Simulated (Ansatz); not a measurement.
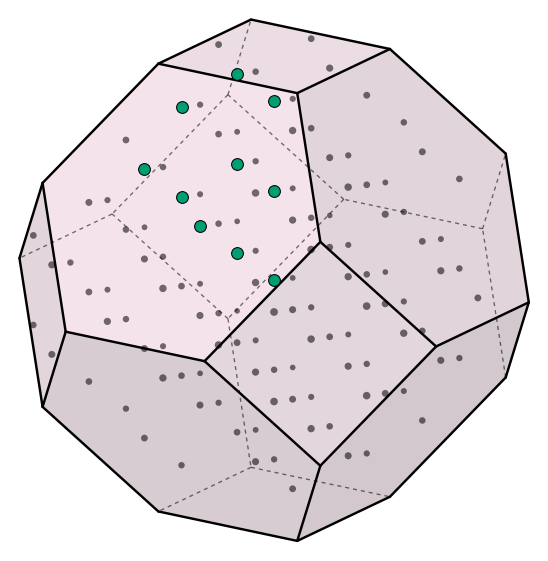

The Γ-centred 5×5×5 k-point mesh of a calculation on Rb2PtAuF6 (DFT, PAW plane waves, pbe in Ansatz), folded into the first Brillouin zone of the 10-atom cell that was run; each point of the zone's surface is drawn once. One point of each star is marked in colour. Space group Fm-3m. The structure was generated and need not be a known form of this composition.

```xyz
10
Lattice="0.0000 4.2525 4.2525 4.2525 0.0000 4.2525 4.2525 4.2525 0.0000" Properties=species:S:1:pos:R:3 pbc="T T T"
Au    4.2525    4.2525    4.2525
Pt    0.0000    0.0000    0.0000
Rb    2.1263    2.1263    2.1263
Rb    6.3788    6.3788    6.3788
F     1.9902    4.2525    4.2525
F     4.2525    1.9902    4.2525
F     6.5149    4.2525    4.2525
F     4.2525    6.5149    4.2525
F     4.2525    4.2525    1.9902
F     4.2525    4.2525    6.5149
```

**To how many irreducible points do the crystal's point group and time reversal reduce the mesh (magnetic order left aside)?**

10 of 125.

**List one member of each star with its weight, in the reciprocal vectors of this cell.**

| k₁ | k₂ | k₃ | weight |
| --- | --- | --- | --- |
| 0 | 0 | 0 | 1 |
| 1/5 | 1/5 | 1/5 | 8 |
| 1/5 | 1/5 | 0 | 6 |
| 1/5 | 2/5 | 1/5 | 12 |
| 2/5 | 2/5 | 1/5 | 24 |
| 2/5 | 2/5 | 2/5 | 8 |
| 2/5 | 2/5 | 0 | 6 |
| 2/5 | 3/5 | 2/5 | 24 |
| 2/5 | 3/5 | 1/5 | 24 |
| 3/5 | 3/5 | 1/5 | 12 |

**How fine is the mesh?**

Spacing |bᵢ|/nᵢ = 0.256, 0.256, 0.256 1/Å (2π included).
